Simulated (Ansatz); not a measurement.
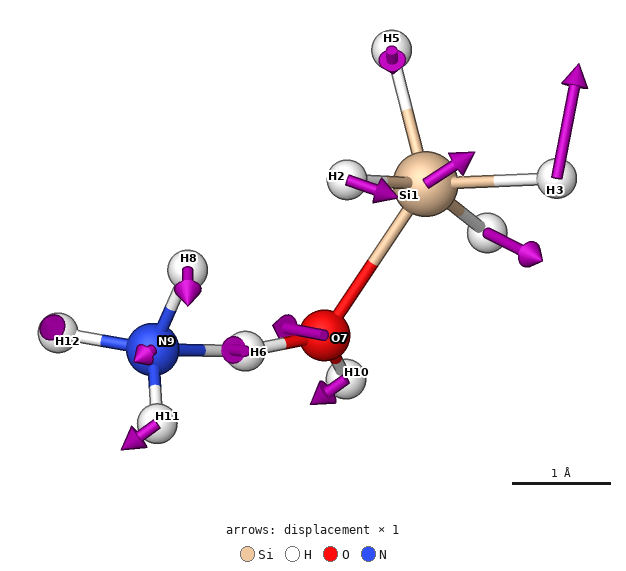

A relaxation of SiNH9O (started from a transition state, displaced along its imaginary mode). The starting structure is drawn; purple arrows show the displacements, at their true length. The two geometries are superimposed by the best rigid fit.

The picture is a ball-and-stick view, seen from a free direction.

The calculation used RKS PBE0-D4/def2-TZVP in Ansatz 0.2.0.

Input
```yaml
crystal:
  periodic: [false, false, false]
  atoms:
    - {symbol: Si, position_ang: [-1.032997, 0.069749, -1.174350]}
    - {symbol: H, position_ang: [0.383871, -0.032871, -1.229840]}
    - {symbol: H, position_ang: [-1.302902, -1.046494, -2.185332]}
    - {symbol: H, position_ang: [-2.514037, 0.080111, -0.605939]}
    - {symbol: H, position_ang: [-1.169124, 1.414553, -1.850647]}
    - {symbol: H, position_ang: [0.241987, -0.072317, 1.001034]}
    - {symbol: O, position_ang: [-0.699970, -0.152538, 0.669984]}
    - {symbol: H, position_ang: [1.808447, 0.039292, 0.111249]}
    - {symbol: N, position_ang: [1.639369, -0.036864, 1.092445]}
    - {symbol: H, position_ang: [-1.503971, -0.142685, 1.209270]}
    - {symbol: H, position_ang: [2.095891, -0.886049, 1.403440]}
    - {symbol: H, position_ang: [2.053435, 0.766014, 1.558585]}
basis:
  gaussian: {orbitals: def2-TZVP}
hamiltonian: {xc: pbe0, dispersion: d4}
relax: {f_tol: 0.005, max_steps: 200}
```

Launched with:
```bash
ansatz run in.yaml --threads 4 --pin off --events-out ev --progress --plain --max-ram 9574MiB
```

**Atoms of which element are displaced furthest, and by how much?**

Hydrogen: up to 1.21 Å, against 0.87 Å for oxygen.

**Describe the change and its energy.**

The atom that moves furthest after the best rigid fit is H3 (1.21 Å). By element the largest moves are H 1.21 Å, O 0.87 Å, Si 0.62 Å, N 0.30 Å. Near-neighbour distances that change, for instance: Si1–O7 1.887 → 2.934 Å, H6–N9 1.401 → 1.888 Å, Si1–H4 1.586 → 1.483 Å, Si1–H2 1.422 → 1.486 Å. Bonds break: Si1–O7 (1.89 → 2.93 Å). Among the angles between lasting bonds that change: H2–Si1–H4 160.9° → 111.1°, H6–O7–H10 126.6° → 105.8°, H4–Si1–H5 94.0° → 112.4°. Over 39 accepted moves (46 points after the start) the energy falls by 120.1 kJ/mol. The largest force component goes from 3.1 to 0.0047 eV/Å. The line search rejected the trial steps at points 13, 16, 19, 24, 30, 34 of the run. 1 step only repeated the SCF at the same geometry. The forces were under the threshold at step 32, but the run went on from there. Cost: 25 s on 4 threads of AMD EPYC 9R45 96-Core, with other jobs on the host.
